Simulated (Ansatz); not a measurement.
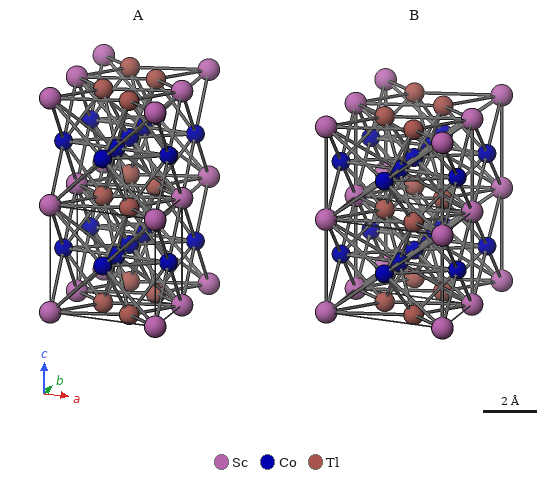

Two geometries of a crystal of ScTl2Co3 (a generated structure, set up in P6/mmm), drawn at one scale. One is the start of a relaxation, the other its converged end. The picture is a ball-and-stick view of the cell of the calculation, repeated 1 × 2 × 2 with one cell outlined, seen slightly off an axis.

These are results of Ansatz, DFT, PAW plane waves, r2SCAN, not measurements. (plane-wave cutoff 500 eV; k-point mesh 4 × 4 × 5; occupations fermi dirac; smearing width 0.042 eV; no spin polarisation; cell and atoms relaxed; at most 40 steps)

### Which geometry has the lower energy?

Structure A is the relaxed one. No atom moves by more than 0.005 Å relative to the cell. Cell: a = b 5.887 → 5.319 Å (−9.7 %), c 3.585 → 4.140 Å (+15.5 %). Volume −5.7 %. Near-neighbour distances that change, for instance: Sc–Sc 3.585 → 4.140 Å, Sc–Tl 3.399 → 3.071 Å, Co–Co 2.944 → 2.659 Å, Co–Tl 2.470 → 2.577 Å. The space group stays P6/mmm (No. 191). After 6 accepted moves (8 points after the start) the energy has fallen by 228 meV per atom. All forces vanish by symmetry, so only the cell relaxes. The pressure goes from 2.04 to 0.00 GPa. The SCF was repeated twice at an unchanged geometry on a basis and grid sized afresh for the cell, which shifted the energy by 0.4 meV per atom at most. Cost: 110 s on 1 thread of Arm Neoverse V2, on a shared host, peak memory 0.68 GiB.
